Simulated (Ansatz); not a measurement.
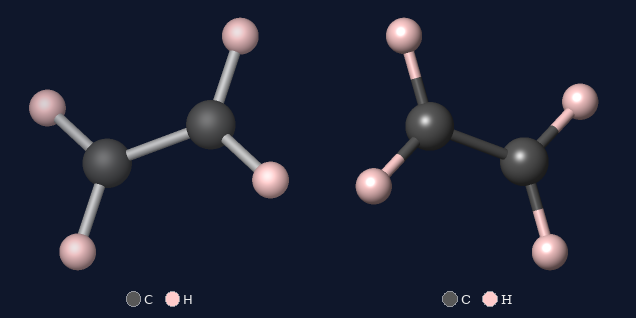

The same structure drawn twice, from different directions.

The geometry was computed by an optimisation with PBE0-D4/def2-TZVP.

Which formula does it have?

Answer. C₂H₄, 6 atoms: 2 carbon and 4 hydrogen.

What is the point group of this geometry?

Answer. D2h.

How many atoms are distinct by symmetry?

Answer. 2: 2 C, 4 H.

Count the bonded pairs by element.

Answer. 4 C–H, 1 C–C. Sticks follow a distance rule.

The parts below concern this one geometry. Atoms keep their numbers from picture to picture.

## Geometry

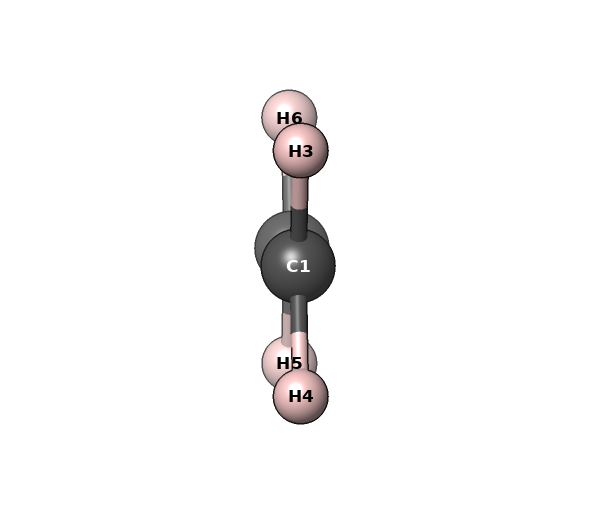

C2 lies behind C1. The molecule seen nearly along the C1–C2 bond, C1 in front. Atoms fade into the background with distance from the viewer.

What is the torsion angle H3–C1–C2–H5? The sign is positive where the front bond must turn clockwise to cover the back bond.

Answer. 180°, antiperiplanar (anti).

## Electronic properties

Method: RKS PBE0-D4/def2-TZVPP (Ansatz 0.2.0).

Give the HOMO–LUMO gap at this level.

Answer. 8.04 eV.

Give the HOMO energy (Kohn–Sham orbital) at this level.

Answer. −7.91 eV.

## Charges

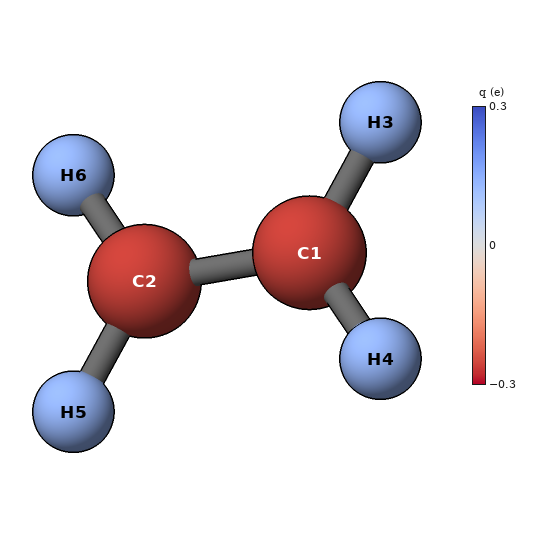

Atoms are coloured by their Mulliken charges. Properties computed with RKS PBE0-D4/def2-TZVP (Ansatz 0.2.0).

Give the Mulliken charges atom by atom.

```
atom  value (e)
  C1      −0.25
  C2      −0.25
  H3       0.13
  H4       0.13
  H5       0.13
  H6       0.13
```

## Vibrations

Harmonic vibrations computed with RKS PBE0-D4/def2-TZVP (Ansatz 0.2.0) at a stationary point of the same level.

List the wavenumbers.

Answer. 12 modes: 828, 979, 984, 1067, 1239, 1381, 1466, 1704, 3146, 3162, 3222, 3250 cm⁻¹.

Mulliken values depend strongly on the basis set and can even reverse the polarity of a bond.
